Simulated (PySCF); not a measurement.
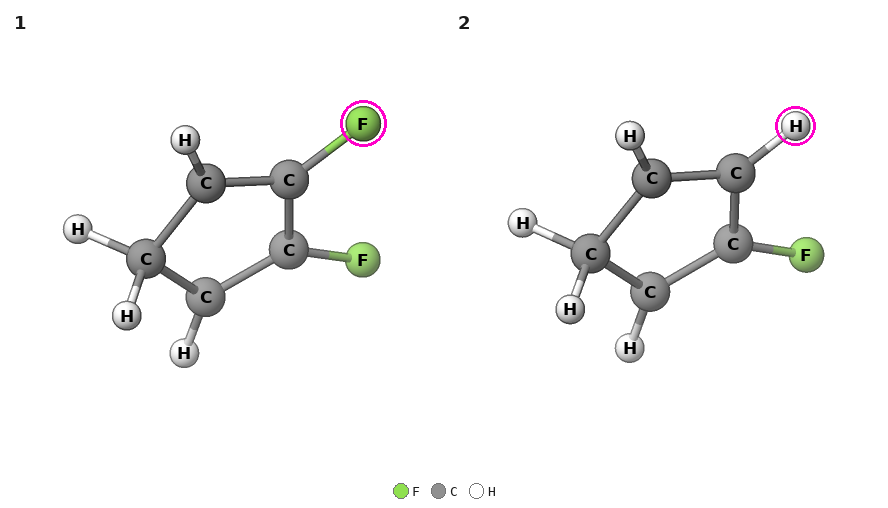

2 molecules with one skeleton, seen from the same side and at one scale; the atom that differs is circled. Each species is neutral and a spin singlet. Computed geometries: PBE0-D3(BJ)/def2-SVP optimisations, one conformation each. Properties computed with PySCF 2.14.0.

One atom differs, called X below: F in panel 1, H in panel 2. Their formulas are C5H4F2 (`FC1=CCC=C1F`), C5H5F (`FC1=CCC=C1`).

> In which is the GIAO shielding of the C bonded to X larger (PBE0/def2-TZVP)?

In panel 2 (X = H).

> In which is the Hirshfeld charge of X higher (PBE0/def2-TZVP)?

In panel 2 (X = H).

Give the values. With PBE0-D3(BJ)/def2-SVP: length of X–C (Å), smallest angle X–C–C (°), largest angle X–C–C (°). With PBE0/def2-TZVP: dipole moment (D), HOMO energy (Kohn–Sham orbital) (eV), HOMO–LUMO gap (eV), Hirshfeld charge of X (e), GIAO shielding of the C bonded to X (ppm).

```json
{"quantity": "length of X–C (Å)", "1 (F)": "1.319", "2 (H)": "1.090", "2 − 1": "−0.229"}
{"quantity": "smallest angle X–C–C (°)", "1 (F)": "121.5", "2 (H)": "124.4", "2 − 1": "+2.9"}
{"quantity": "largest angle X–C–C (°)", "1 (F)": "128.5", "2 (H)": "128.0", "2 − 1": "−0.5"}
{"quantity": "dipole moment (D)", "1 (F)": "2.58", "2 (H)": "1.84", "2 − 1": "−0.74"}
{"quantity": "HOMO energy (Kohn–Sham orbital) (eV)", "1 (F)": "−6.68", "2 (H)": "−6.47", "2 − 1": "+0.21"}
{"quantity": "HOMO–LUMO gap (eV)", "1 (F)": "5.96", "2 (H)": "5.81", "2 − 1": "−0.15"}
{"quantity": "Hirshfeld charge of X (e)", "1 (F)": "−0.07", "2 (H)": "0.06", "2 − 1": "+0.13"}
{"quantity": "GIAO shielding of the C bonded to X (ppm)", "1 (F)": "23.0", "2 (H)": "51.8", "2 − 1": "+28.8"}
```
